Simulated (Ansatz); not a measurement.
## GaH4Br: nudged elastic band

The run: nudged elastic band of GaH4Br. Method and program: RKS PBE-D4/def2-SVPD (Ansatz 0.2.0).

One setting was made poor on purpose. It belongs to a series of runs on one base structure; here: band between the two ends.

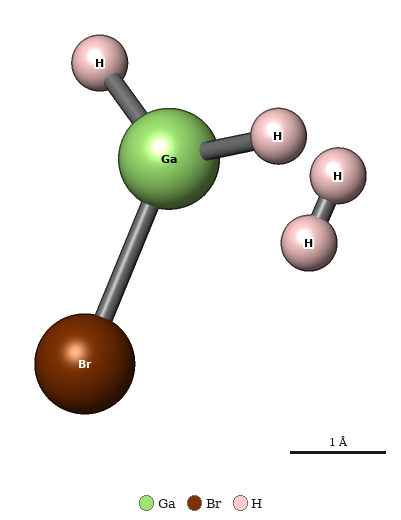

The structure as given in the input (ball-and-stick view, seen at a tilt). Sticks mark near contacts. Bond lengths as drawn: Br–Ga 2.33 Å, Ga–H 1.57 Å and H–H 0.77 Å.

**Input**
```yaml
crystal:
  periodic: [false, false, false]
  atoms:
    - { symbol: Ga, position_ang: [-0.775736, -0.08095, -0.19844] }
    - { symbol: Br, position_ang: [-0.741334, -1.417869, 1.71409] }
    - { symbol: H, position_ang: [-0.522845, -0.847524, -1.540191] }
    - { symbol: H, position_ang: [-1.163298, 1.415234, 0.052782] }
    - { symbol: H, position_ang: [1.601362, 0.240808, 0.299965] }
    - { symbol: H, position_ang: [1.601852, 0.690501, -0.328106] }
basis:
  gaussian: { orbitals: def2-SVPD }
hamiltonian:
  xc: pbe
  dispersion: d4
neb:
  order_check: false
  images: 5
  f_tol: 0.03
  max_iterations: 60
  max_displacement: 0.5
  optimiser: fire
  final_atoms:
    - { symbol: Ga, position_ang: [-0.3559049, 0.34852558, -0.63882948] }
    - { symbol: Br, position_ang: [0.12001079, -1.21540238, 1.7765135] }
    - { symbol: H, position_ang: [-0.67890999, -0.78448428, -1.67270857] }
    - { symbol: H, position_ang: [-1.3170029, 1.4572449, -0.08848512] }
    - { symbol: H, position_ang: [1.01001146, -0.35119428, 0.90620985] }
    - { symbol: H, position_ang: [1.22179653, 0.54551045, -0.28260019] }
  initial_path:
    images:
      - { positions_ang: [[-0.775736, -0.08095, -0.19844], [-0.741334, -1.417869, 1.71409], [-0.522845, -0.847524, -1.540191], [-1.163298, 1.415234, 0.052782], [1.601362, 0.240808, 0.299965], [1.601852, 0.690501, -0.328106]] }
      - { positions_ang: [[-0.71555581, 0.00635001, -0.30524527], [-0.48048884, -1.363257, 1.75161299], [-0.58627779, -0.80820337, -1.61600696], [-1.22252602, 1.44034562, -0.01714385], [1.48284648, 0.11936949, 0.43501478], [1.522003, 0.60559525, -0.2481317]] }
      - { positions_ang: [[-0.65537562, 0.09365003, -0.41205054], [-0.21964368, -1.308645, 1.78913598], [-0.64971059, -0.76888273, -1.69182292], [-1.28175405, 1.46545724, -0.08706969], [1.36433095, -0.00206902, 0.57006457], [1.44215399, 0.5206895, -0.1681574]] }
      - { positions_ang: [[-0.59519544, 0.18095004, -0.51885581], [0.04120148, -1.254033, 1.82665898], [-0.71314338, -0.7295621, -1.76763887], [-1.34098207, 1.49056885, -0.15699554], [1.24581543, -0.12350754, 0.70511435], [1.36230499, 0.43578374, -0.0881831]] }
      - { positions_ang: [[-0.51543192, 0.23680855, -0.55884703], [0.06747125, -1.24115613, 1.80994382], [-0.70173225, -0.74786949, -1.73599544], [-1.33298901, 1.47946087, -0.13415873], [1.1672141, -0.19940312, 0.77214618], [1.31546884, 0.47235931, -0.1529888]] }
      - { positions_ang: [[-0.43566841, 0.29266707, -0.59883825], [0.09374102, -1.22827925, 1.79322866], [-0.69032112, -0.76617689, -1.704352], [-1.32499596, 1.46835288, -0.11132193], [1.08861278, -0.2752987, 0.83917802], [1.26863269, 0.50893488, -0.21779449]] }
      - { positions_ang: [[-0.3559049, 0.34852558, -0.63882948], [0.12001079, -1.21540238, 1.7765135], [-0.67890999, -0.78448428, -1.67270857], [-1.3170029, 1.4572449, -0.08848512], [1.01001146, -0.35119428, 0.90620985], [1.22179653, 0.54551045, -0.28260019]] }
```

Launch command:
```bash
ansatz run input.yaml --threads 2 --pin off --max-ram 3072MiB --backend cpu --events-out ev --progress --plain --runs-dir out
```

**The program's output**
```
Engine: ansatz 0.2.0, x86_64-unknown-linux-gnu
Functional definition: PBE
  parameter kappa = 0.804
  parameter beta = 0.06672455060314922
  exchange = pbe_x(kappa = kappa, mu = beta*pi^2/3)
  correlation = pbe_c(beta = beta)
1110 factors; their error is unknown
mean field evaluation 1: about -122454.3199 eV, gradient 3.3e1 eV
mean field evaluation 2: about -122453.3023 eV, gradient 4.7e1 eV
mean field evaluation 4: about -122455.9386 eV, gradient 1.9e0 eV
mean field evaluation 8: about -122455.9510 eV, gradient 9.4e-2 eV
mean field evaluation 16: about -122455.9141 eV, gradient 3.5e-5 eV
mean field -122455.91411826 eV, -4500.1718402462 hartree, gradient 3.5e-5 eV, S^2 0.000000; 0 other end points of the search recorded, 0 dependent functions left out
the calculation of the forces begins
reference -122455.91416691 eV, -4500.1718420340 hartree; 35, 35 occupied and 76, 76 virtual orbitals, 1110 factors
1110 factors; their error is unknown
mean field -122454.87651648 eV, -4500.1337090840 hartree, gradient 3.5e-5 eV, S^2 0.000000; 0 other end points of the search recorded, 0 dependent functions left out
[... from here on the field's lines of each further geometry are left out, up to the last ...]
NEB iter   1: max|band force component| = 1.686e0 eV/Å  barrier→ = 1.2373 eV  barrier← = 0.2011 eV  Δτ_max = 0.0302 Å  (179 SCF iters)
NEB iter   2: max|band force component| = 1.144e0 eV/Å  barrier→ = 1.1711 eV  barrier← = 0.1349 eV  Δτ_max = 0.0453 Å  (140 SCF iters)
NEB iter   3: max|band force component| = 9.135e-1 eV/Å  barrier→ = 1.0792 eV  barrier← = 0.0430 eV  Δτ_max = 0.0159 Å  (141 SCF iters)
NEB iter   4: max|band force component| = 8.228e-1 eV/Å  barrier→ = 1.0692 eV  barrier← = 0.0330 eV  Δτ_max = 0.0303 Å  (142 SCF iters)
NEB iter   5: max|band force component| = 6.110e-1 eV/Å  barrier→ = 1.0549 eV  barrier← = 0.0187 eV  Δτ_max = 0.0108 Å  (141 SCF iters)
NEB iter   6: max|band force component| = 5.148e-1 eV/Å  barrier→ = 1.0513 eV  barrier← = 0.0151 eV  Δτ_max = 0.0206 Å  (142 SCF iters)
NEB iter   7: max|band force component| = 4.839e-1 eV/Å  barrier→ = 1.0458 eV  barrier← = 0.0096 eV  CI = image 5  Δτ_max = 0.0089 Å  (139 SCF iters)
NEB iter   8: max|band force component| = 3.586e-1 eV/Å  barrier→ = 1.0441 eV  barrier← = 0.0079 eV  CI = image 5  Δτ_max = 0.0142 Å  (142 SCF iters)
NEB iter   9: max|band force component| = 4.030e-1 eV/Å  barrier→ = 1.0413 eV  barrier← = 0.0051 eV  CI = image 5  Δτ_max = 0.0071 Å  (141 SCF iters)
NEB iter  10: max|band force component| = 2.888e-1 eV/Å  barrier→ = 1.0403 eV  barrier← = 0.0041 eV  CI = image 5  Δτ_max = 0.0119 Å  (143 SCF iters)
NEB iter  11: max|band force component| = 3.224e-1 eV/Å  barrier→ = 1.0385 eV  barrier← = 0.0024 eV  CI = image 5  Δτ_max = 0.0061 Å  (141 SCF iters)
NEB iter  12: max|band force component| = 2.428e-1 eV/Å  barrier→ = 1.0379 eV  barrier← = 0.0017 eV  CI = image 5  Δτ_max = 0.0100 Å  (142 SCF iters)
NEB iter  13: max|band force component| = 2.777e-1 eV/Å  barrier→ = 1.0367 eV  barrier← = 0.0005 eV  CI = image 5  Δτ_max = 0.0049 Å  (142 SCF iters)
NEB iter  14: max|band force component| = 2.141e-1 eV/Å  barrier→ = 1.0363 eV  barrier← = 0.0001 eV  CI = image 5  Δτ_max = 0.0085 Å  (144 SCF iters)
NEB iter  15: max|band force component| = 2.166e-1 eV/Å  barrier→ = 1.0355 eV  barrier← = -0.0007 eV  CI = image 5  Δτ_max = 0.0042 Å  (141 SCF iters)
NEB iter  16: max|band force component| = 1.870e-1 eV/Å  barrier→ = 1.0352 eV  barrier← = -0.0009 eV  CI = image 5  Δτ_max = 0.0073 Å  (145 SCF iters)
NEB iter  17: max|band force component| = 1.919e-1 eV/Å  barrier→ = 1.0348 eV  barrier← = -0.0014 eV  CI = image 5  Δτ_max = 0.0034 Å  (144 SCF iters)
NEB iter  18: max|band force component| = 1.645e-1 eV/Å  barrier→ = 1.0346 eV  barrier← = -0.0016 eV  CI = image 5  Δτ_max = 0.0063 Å  (145 SCF iters)
NEB iter  19: max|band force component| = 1.568e-1 eV/Å  barrier→ = 1.0343 eV  barrier← = -0.0019 eV  CI = image 5  Δτ_max = 0.0090 Å  (143 SCF iters)
NEB iter  20: max|band force component| = 1.420e-1 eV/Å  barrier→ = 1.0340 eV  barrier← = -0.0022 eV  CI = image 5  Δτ_max = 0.0113 Å  (142 SCF iters)
NEB iter  21: max|band force component| = 1.202e-1 eV/Å  barrier→ = 1.0338 eV  barrier← = -0.0024 eV  CI = image 5  Δτ_max = 0.0130 Å  (141 SCF iters)
NEB iter  22: max|band force component| = 1.416e-1 eV/Å  barrier→ = 1.0337 eV  barrier← = -0.0025 eV  CI = image 5  Δτ_max = 0.0138 Å  (141 SCF iters)
NEB iter  23: max|band force component| = 7.887e-2 eV/Å  barrier→ = 1.0339 eV  barrier← = -0.0023 eV  CI = image 5  Δτ_max = 0.0163 Å  (139 SCF iters)
NEB iter  24: max|band force component| = 1.257e-1 eV/Å  barrier→ = 1.0344 eV  barrier← = -0.0018 eV  CI = image 5  Δτ_max = 0.0027 Å  (141 SCF iters)
NEB iter  25: max|band force component| = 6.054e-2 eV/Å  barrier→ = 1.0344 eV  barrier← = -0.0017 eV  CI = image 5  Δτ_max = 0.0029 Å  (119 SCF iters)
NEB iter  26: max|band force component| = 1.218e-1 eV/Å  barrier→ = 1.0346 eV  barrier← = -0.0016 eV  CI = image 5  Δτ_max = 0.0025 Å  (126 SCF iters)
NEB iter  27: max|band force component| = 5.376e-2 eV/Å  barrier→ = 1.0346 eV  barrier← = -0.0015 eV  CI = image 5  Δτ_max = 0.0026 Å  (109 SCF iters)
NEB iter  28: max|band force component| = 1.134e-1 eV/Å  barrier→ = 1.0347 eV  barrier← = -0.0014 eV  CI = image 5  Δτ_max = 0.0024 Å  (129 SCF iters)
NEB iter  29: max|band force component| = 4.720e-2 eV/Å  barrier→ = 1.0348 eV  barrier← = -0.0014 eV  CI = image 5  Δτ_max = 0.0023 Å  (109 SCF iters)
NEB iter  30: max|band force component| = 1.084e-1 eV/Å  barrier→ = 1.0349 eV  barrier← = -0.0012 eV  CI = image 5  Δτ_max = 0.0023 Å  (127 SCF iters)
NEB iter  31: max|band force component| = 4.103e-2 eV/Å  barrier→ = 1.0350 eV  barrier← = -0.0012 eV  CI = image 5  Δτ_max = 0.0023 Å  (108 SCF iters)
NEB iter  32: max|band force component| = 1.014e-1 eV/Å  barrier→ = 1.0351 eV  barrier← = -0.0011 eV  CI = image 5  Δτ_max = 0.0022 Å  (111 SCF iters)
NEB iter  33: max|band force component| = 3.578e-2 eV/Å  barrier→ = 1.0351 eV  barrier← = -0.0011 eV  CI = image 5  Δτ_max = 0.0020 Å  (109 SCF iters)
NEB iter  34: max|band force component| = 9.615e-2 eV/Å  barrier→ = 1.0352 eV  barrier← = -0.0010 eV  CI = image 5  Δτ_max = 0.0020 Å  (111 SCF iters)
NEB iter  35: max|band force component| = 3.112e-2 eV/Å  barrier→ = 1.0352 eV  barrier← = -0.0009 eV  CI = image 5  Δτ_max = 0.0020 Å  (108 SCF iters)
NEB iter  36: max|band force component| = 9.050e-2 eV/Å  barrier→ = 1.0353 eV  barrier← = -0.0008 eV  CI = image 5  Δτ_max = 0.0005 Å  (110 SCF iters)
NEB iter  37: max|band force component| = 6.858e-2 eV/Å  barrier→ = 1.0353 eV  barrier← = -0.0008 eV  CI = image 5  Δτ_max = 0.0008 Å  (91 SCF iters)
NEB iter  38: max|band force component| = 3.134e-2 eV/Å  barrier→ = 1.0353 eV  barrier← = -0.0008 eV  CI = image 5  Δτ_max = 0.0010 Å  (91 SCF iters)
NEB iter  39: max|band force component| = 3.157e-2 eV/Å  barrier→ = 1.0354 eV  barrier← = -0.0008 eV  CI = image 5  Δτ_max = 0.0002 Å  (95 SCF iters)
the calculation of the forces begins
reference -122455.04162298 eV, -4500.1397766360 hartree; 35, 35 occupied and 76, 76 virtual orbitals, 1110 factors
1110 factors; their error is unknown
mean field -122454.87589556 eV, -4500.1336862656 hartree, gradient 2.1e-5 eV, S^2 0.000000; 1 other end points of the search recorded, 0 dependent functions left out
the calculation of the forces begins
reference -122454.87594420 eV, -4500.1336880533 hartree; 35, 35 occupied and 76, 76 virtual orbitals, 1110 factors
NEB iter  40: max|band force component| = 2.700e-2 eV/Å  barrier→ = 1.0354 eV  barrier← = -0.0008 eV  CI = image 5  Δτ_max = 0.0000 Å  (218 SCF iters)
```

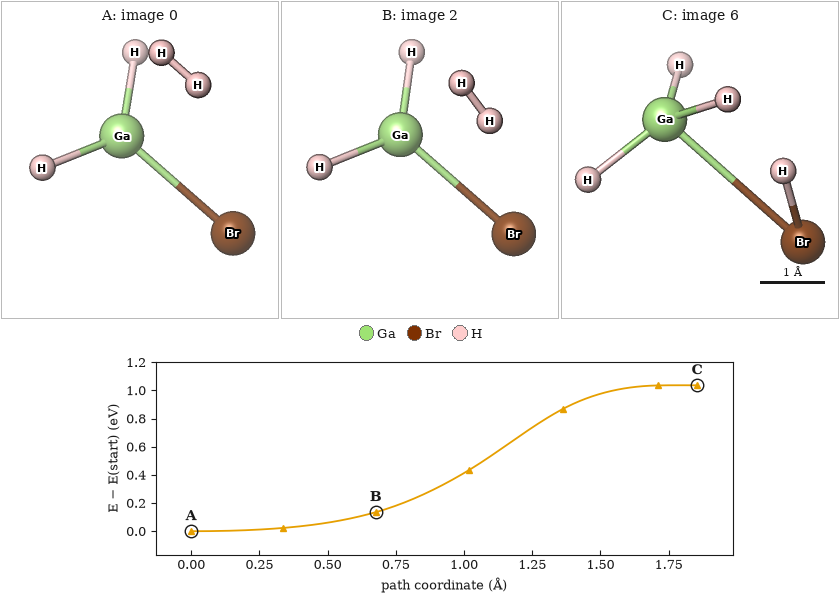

Images of the last band (counted from 0; ball-and-stick, seen at a tilt) above the energy along the path; the line is a cubic interpolation that uses the forces. No image lies above both ends; the end is 1.036 eV above the start. The path is 1.85 Å long. The band converged in 40 iterations.

```
Total energy: -122454.97834779 eV, -4500.1374513158 hartree
Atom 0 at    -0.378464     0.316090    -0.602857 Å, force    -0.004204    -0.008034     0.010345 eV/Å
Atom 1 at     0.116084    -1.196095     1.749187 Å, force    -0.002702     0.006452    -0.012846 eV/Å
Atom 2 at    -0.654828    -0.796677    -1.665356 Å, force     0.008959    -0.005359     0.005472 eV/Å
Atom 3 at    -1.297681     1.462335    -0.069521 Å, force     0.007354     0.001869     0.006981 eV/Å
Atom 4 at     0.995699    -0.293657     0.820139 Å, force    -0.008417     0.015972    -0.026340 eV/Å
Atom 5 at     1.219192     0.508204    -0.231493 Å, force    -0.000991    -0.010900     0.016387 eV/Å
Dipole moment:     0.030654     0.118492    -0.156235 e Å
this run last wrote the band of iteration 40 to [file]
```

**The last band as extended XYZ (Å, eV, eV/Å)**
```
6
Properties=species:S:1:pos:R:3:forces:R:3 image=0 energy=-122456.01368
Ga   -0.7757   -0.0809   -0.1984    0.0078   0.0070  -0.0064
Br   -0.7413   -1.4179    1.7141   -0.0036  -0.0024   0.0021
H    -0.5228   -0.8475   -1.5402   -0.0056   0.0070   0.0097
H    -1.1633    1.4152    0.0528   -0.0008  -0.0127  -0.0040
H     1.6014    0.2408    0.3000    0.0009  -0.0053   0.0074
H     1.6019    0.6905   -0.3281    0.0012   0.0064  -0.0088
6
Properties=species:S:1:pos:R:3:forces:R:3 image=1 energy=-122455.99021
Ga   -0.7372   -0.0433   -0.2366   -0.0214  -0.0211   0.0227
Br   -0.5278   -1.3479    1.7006   -0.1049  -0.0352   0.0056
H    -0.5499   -0.8129   -1.5875    0.0174  -0.0166   0.0260
H    -1.1890    1.4372   -0.0002    0.0152  -0.0107   0.0271
H     1.4479    0.1541    0.3706    0.0598   0.0542  -0.0542
H     1.5560    0.6129   -0.2468    0.0339   0.0293  -0.0273
6
Properties=species:S:1:pos:R:3:forces:R:3 image=2 energy=-122455.87833
Ga   -0.6675    0.0044   -0.2763   -0.1496  -0.1393   0.1394
Br   -0.3269   -1.2851    1.6942   -0.3122  -0.0931   0.0024
H    -0.5464   -0.7879   -1.6228    0.0439  -0.0095   0.0605
H    -1.1882    1.4622   -0.0337    0.0509  -0.0323   0.0388
H     1.2874    0.0683    0.4250    0.2135   0.1609  -0.1438
H     1.4416    0.5383   -0.1863    0.1534   0.1133  -0.0973
6
Properties=species:S:1:pos:R:3:forces:R:3 image=3 energy=-122455.58046
Ga   -0.5747    0.0880   -0.3579   -0.3827  -0.4223   0.4466
Br   -0.1295   -1.2285    1.6947   -0.5300  -0.1106  -0.0614
H    -0.5689   -0.7906   -1.6513    0.1314   0.0265   0.0488
H    -1.2161    1.4797   -0.0479    0.1389   0.0009   0.0245
H     1.1580   -0.0236    0.5013    0.3700   0.4274  -0.4588
H     1.3312    0.4752   -0.1388    0.2724   0.0781   0.0003
6
Properties=species:S:1:pos:R:3:forces:R:3 image=4 energy=-122455.14633
Ga   -0.4669    0.2070   -0.4837   -0.2721  -0.3380   0.3714
Br    0.0254   -1.1960    1.7122   -0.2860  -0.0001  -0.1194
H    -0.6096   -0.8000   -1.6634    0.1398  -0.0095   0.0063
H    -1.2584    1.4780   -0.0546    0.1227   0.0509   0.0434
H     1.0555   -0.1430    0.6299    0.1859   0.4686  -0.5926
H     1.2540    0.4542   -0.1403    0.1096  -0.1720   0.2908
6
Properties=species:S:1:pos:R:3:forces:R:3 image=5 energy=-122454.97830
Ga   -0.3785    0.3161   -0.6029   -0.0042  -0.0080   0.0103
Br    0.1161   -1.1961    1.7492   -0.0027   0.0065  -0.0128
H    -0.6548   -0.7967   -1.6654    0.0090  -0.0054   0.0055
H    -1.2977    1.4623   -0.0695    0.0074   0.0019   0.0070
H     0.9957   -0.2937    0.8201   -0.0084   0.0160  -0.0263
H     1.2192    0.5082   -0.2315   -0.0010  -0.0109   0.0164
6
Properties=species:S:1:pos:R:3:forces:R:3 image=6 energy=-122454.97751
Ga   -0.3559    0.3485   -0.6388    0.0102   0.0011  -0.0039
Br    0.1200   -1.2154    1.7765    0.0070   0.0115  -0.0159
H    -0.6789   -0.7845   -1.6727    0.0018   0.0080   0.0129
H    -1.3170    1.4572   -0.0885    0.0055  -0.0086  -0.0019
H     1.0100   -0.3512    0.9062   -0.0071  -0.0114   0.0143
H     1.2218    0.5455   -0.2826   -0.0175  -0.0007  -0.0055
```

**Summary**

| quantity | value |
| --- | --- |
| outcome | converged |
| barrier, forward | 1.035 eV |
| barrier, backward | −0.001 eV |
| hardware | 2 threads of Intel Xeon @ 2.90GHz (Ice Lake), 16 GiB of memory available, shared host |
| wall time | 4.9 min (CPU time 9.4 min) |
| peak memory | 0.18 GiB |

A deliberately poor setting: step length. The order of the saddle point was not checked.
